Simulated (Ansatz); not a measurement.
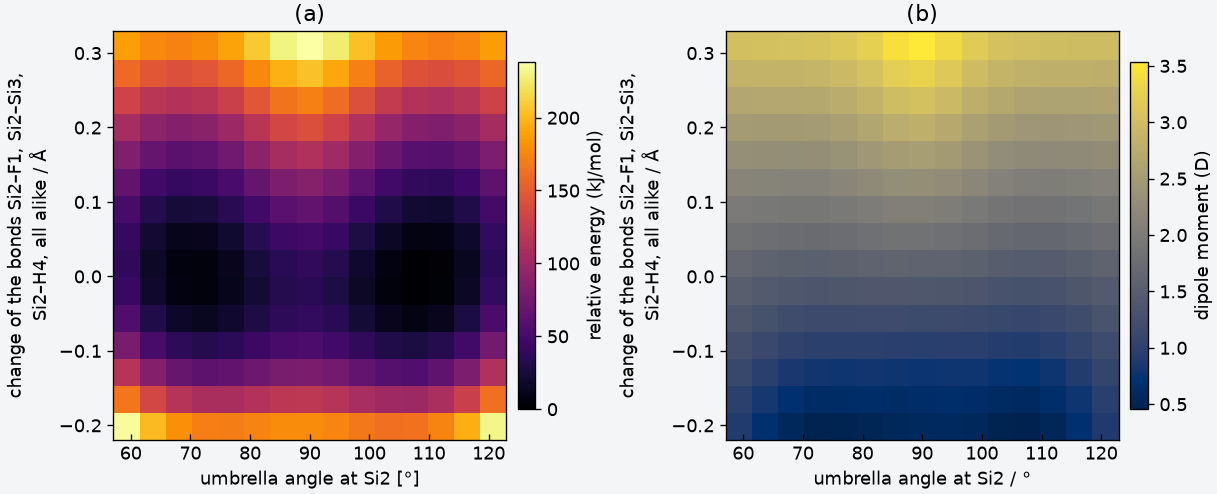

FH4Si2, SMILES F[SiH][SiH3], spin multiplicity 2. The first coordinate is: umbrella angle at Si2 (between each of its bonds and their common axis; 90 is planar); the second: change of the bonds Si2–F1, Si2–Si3, Si2–H4, all alike. Nothing is relaxed (all other coordinates rigid). The scan uses a 15 × 15 grid. Points are written as (first, second). Energies are in kJ/mol, from the lowest grid point. Level of theory: Ansatz 0.2.0, UKS PBE0-D4/def2-SVP.

Panel (a) is the energy and panel (b) the computed dipole moment on the same grid.

In the figure: one coloured cell a grid point.

How does the dipole moment vary over the map, and what is it at the lowest grid point?

Answer. Leaving out the highest fifth of the energies, it runs from 0.58 D at (107.6°, −0.164 Å) to 2.88 D at (72.4°, 0.274 Å). At the lowest grid point, (107.6°, −0.018 Å), it is 1.27 D.
